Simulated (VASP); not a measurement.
Band structure of GaN (wurtzite). All values below come from MS2 meta-GGA, VASP's PBE PAW potentials (set 64) (plane waves; VASP).

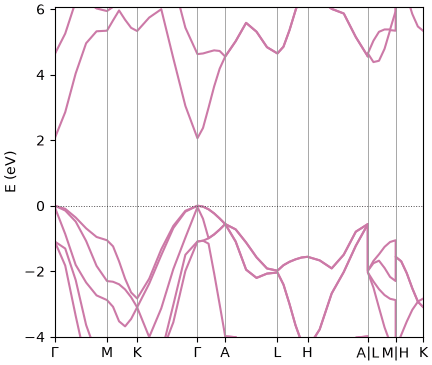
Figure. Bands along high-symmetry lines, zero at the valence-band maximum or, without a gap, the Fermi level

**Question.** Read the plot: is there a gap, and where are the band edges?

**Answer.** The gap is direct, 2.06 eV, from the valence maximum at Γ to the conduction minimum at Γ.

Measured: gap 3.68 eV (computed value off by -1.62 eV), as given by Wei Chen et al., Physical Review Materials (2018), doi:10.1103/physrevmaterials.2.073803 [zero-point renormalisation of 0.17 eV added back (the table's ZPR column)].

The compound is GaN in the wurtzite structure. It was relaxed first.
